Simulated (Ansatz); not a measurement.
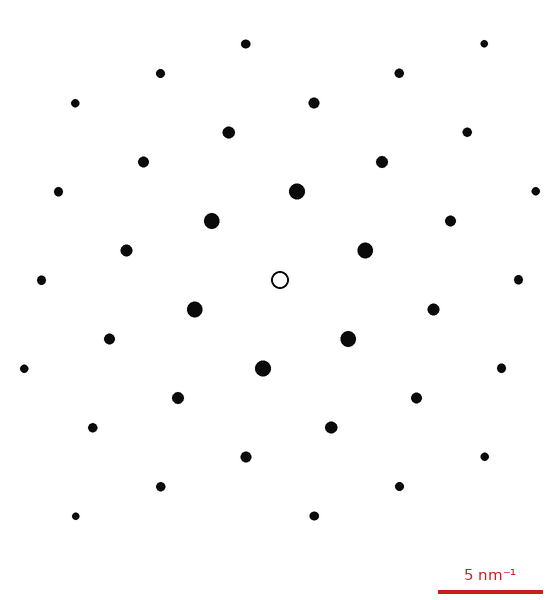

Computed electron diffraction pattern, 200 kV, single scattering only, B = 0.5 Å².

It belongs to Ta, space group Im-3m (No. 229), a = 3.25 Å. Structure: the input geometry of an electronic-structure calculation (not necessarily at equilibrium).

### Determine the zone axis from the geometry of the pattern.

The spots form a hexagonal net with both shortest vectors at d = 2.30 Å, 60.0° apart. They index as -1 1 0 and -1 0 1, so the zone axis is [111] (or an equivalent direction of <111>).

### List the strongest reflections.

Strongest reflections with d > 0.80 Å, one of each family (|F|² from tabulated Gaussian fits of the electron scattering factors, times a small damping for the curvature of the Ewald sphere):

```csv
hkl,d (Å),I (strongest = 100)
1 0 -1,2.300,100
2 -1 -1,1.328,34
2 0 -2,1.150,24
3 -1 -2,0.869,11
```
